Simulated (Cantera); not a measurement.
Charge: 1 mol Ti, 0.21 mol CH₄, 0.00073 mol CO₂, equilibrated at 1.00 bar.

Method: chemical equilibrium by Gibbs-energy minimisation in Cantera with the NASA 1993 tables (ideal gas, pure condensed phases). Candidate condensed phases: C, C₆H₆, C₇H₈, C₈H₁₈, H₂O, Ti, TiC, TiO, TiO₂, Ti₂O₃, Ti₃O₅, Ti₄O₇; 113 gas species. Mutual solubility and eutectic melting of coexisting phases are not modelled. TiC, TiO: taken at fixed stoichiometry. Condensed phases not in the tables: solid solutions among these carbides, nitrides and lower oxides, N, O or C dissolved in the metal. Equilibrium is a limit: real reactors are often held back by kinetics, nucleation or transport.

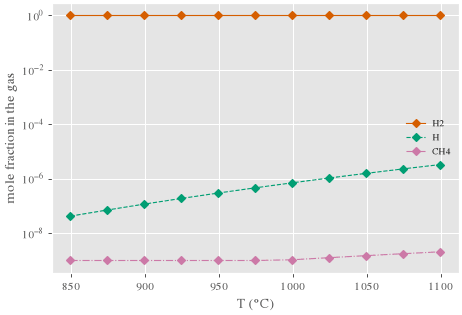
Figure: Equilibrium gas composition (values under 1e-9 drawn at 1e-9)

From 850 °C to 875 °C the condensed part is Ti(α) + TiC(s) + TiO(s). From 900 °C to 1100 °C the condensed part is Ti(β) + TiC(s) + TiO(s).
